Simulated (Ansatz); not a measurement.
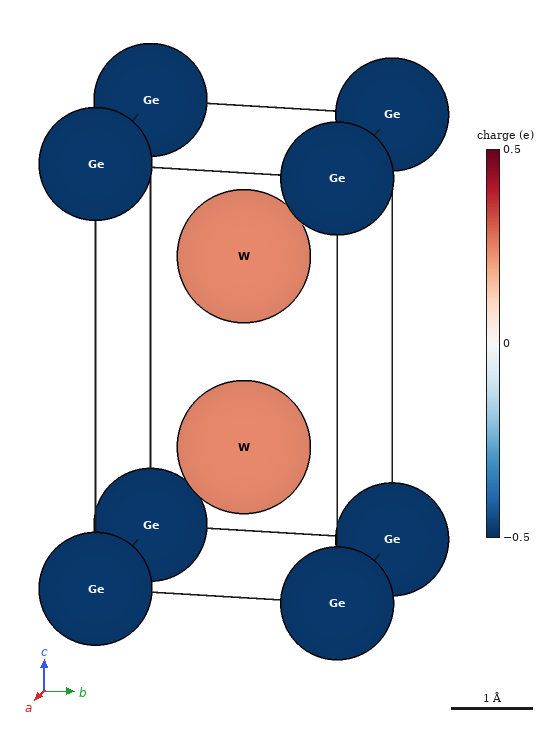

An orthographic spheres-only view of the structure, slightly off an axis. Lines trace the edges of the simulation cell. The atoms of this GeW2 cell are coloured by their Bader charge.

Calculation details: DFT PBE, scalar-relativistic, plane waves, PAW in Ansatz 0.2.0; a cutoff energy of 420 eV, a 16×16×8 grid in reciprocal space, Gaussian smearing of 0.1 eV, no spin polarisation.

**Which way does the charge move?**

Most positive: W; most negative: Ge. Charges: about Ge -0.5 e; W +0.2 e.

Origin of the cell: a structure type filled with these elements by a generator (whether the compound takes this form wasn't checked). Earlier steps of the study, as a rule a relaxation of our own, may have changed the cell and positions, so they can lie some per cent off the listed ones. It was run through Ansatz as a DFT input.
